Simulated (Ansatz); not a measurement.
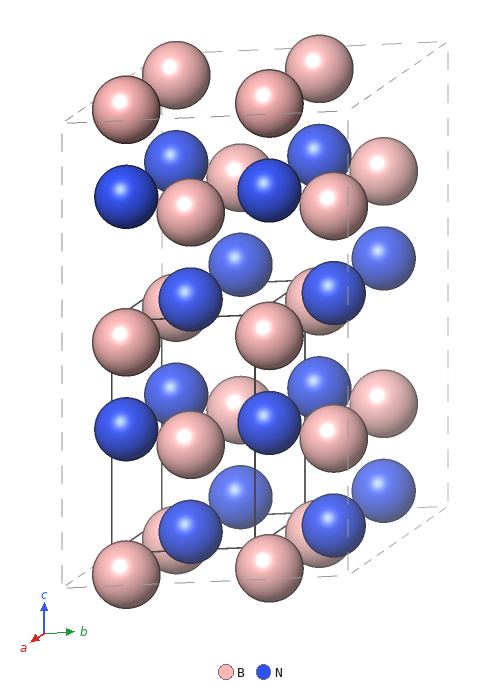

The figure gives a spheres-only picture of the atoms, viewed slightly off an axis. A block of 2×2×2 cells is shown, with one conventional unit cell in solid outline. Cell: a = 2.544 Å, b = 2.544 Å, c = 4.208 Å, α = 90.00°, β = 90.00°, γ = 120.00°.

Describe the arrangement of the atoms.

It has the composition BN. Its lattice is primitive hexagonal, its space group P6_3mc (No. 186). Prototype: wurtzite. With Z = 2, the cell contains 2 B, 2 N. B is surrounded by four N in a tetrahedral arrangement at about 1.6 Å. The coordination shell of N holds four B in a tetrahedral arrangement at about 1.6 Å.

The initial geometry was a structure listed in the Materials Project. Earlier steps of the study may have refined or changed the cell and positions. It went into a calculation with Ansatz.
